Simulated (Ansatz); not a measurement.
Breaking the B1–H2 bond in BH5OSi (SMILES BO[SiH3]) (multiplicity 1 held, fragments rigid). Energies count from the point at 1.194 Å.
Geometry at that point (charge 0, multiplicity 1):
```xyz
8

B     -0.35531     0.16771     1.74611
H     -1.12198     0.72283     2.47444
H      0.51570    -0.54224     2.16560
O     -0.48933     0.35731     0.41765
Si     0.33066    -0.20123    -0.91476
H      0.86264     0.96822    -1.64325
H     -0.62978    -0.93425    -1.76420
H      1.43536    -1.09434    -0.49777
```

Restricted levels (R-, RO-) in cc, def2 and unpolarised 6-31G sets keep to the state of the molecule at rest. U- levels take the lowest unrestricted solution at each point, which mixes spins at long bonds. Active spaces are followed from a long bond inwards. Curves can end on different states.

Frozen-core correlation.

Codes used: Ansatz (Gaussian basis) for Hartree–Fock, density functionals and correlated methods. Each number belongs to the level named beside it.

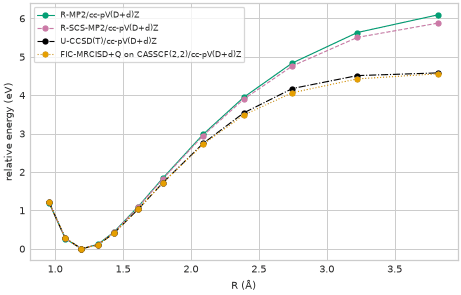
Figure: Relative energy along the coordinate

Doubts at one or more of the structures used: a restricted determinant that unrestricted orbitals would lower (R-MP2/cc-pV(D+d)Z, R-SCS-MP2/cc-pV(D+d)Z); a spin-contaminated determinant (U-CCSD(T)/cc-pV(D+d)Z); T1 above 0.05 (U-CCSD(T)/cc-pV(D+d)Z).

Ansatz is a program for electronic structure.
